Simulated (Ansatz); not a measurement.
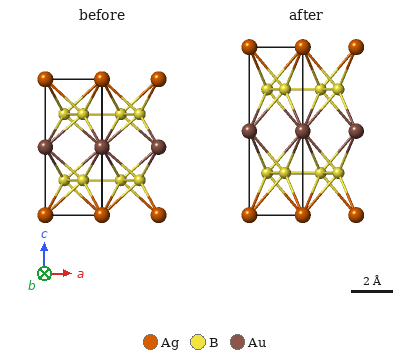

The structure of solid AgB4Au (a generated structure, set up in P6/mmm) (coarse preliminary run) before (left) and after (right) a relaxation, at one scale.

Style: ball-and-stick. Shown: the cell of the calculation, repeated 2 × 1 × 1 with one cell outlined, along the b axis.

The calculation used DFT PBE, scalar-relativistic, plane waves, PAW (Ansatz 0.2.0). Settings: plane-wave cutoff 420 eV; k-point mesh 6 × 6 × 4; occupations gaussian; smearing width 0.1 eV; no spin polarisation; cell and atoms relaxed; force threshold 0.04 eV/Å; at most 70 steps.

### Describe what moved and what it gained.

The energy falls by 1.543 eV per cell of the calculation in 8 accepted moves (10 points after the start). The largest force component goes from 0.13 to 0.0069 eV/Å. Pressure: 11.72 GPa at the start and −0.07 GPa at the end. The SCF was repeated twice at an unchanged geometry on a basis and grid sized afresh for the cell, which shifted the energy by 65.9 meV per cell of the calculation at most. The largest moves relative to the cell, 0.046 Å, are those of B atoms. Au and Ag stay in place. Cell: a = b 3.204 → 3.024 Å (−5.6 %), c 6.661 → 8.234 Å (+23.6 %). Volume +10.1 %. Near-neighbour distances that change, for instance: Au–B 2.459 → 2.692 Å, Ag–B 2.519 → 2.706 Å, B–B 1.850 → 1.746 Å. The space group stays P6/mmm (No. 191).
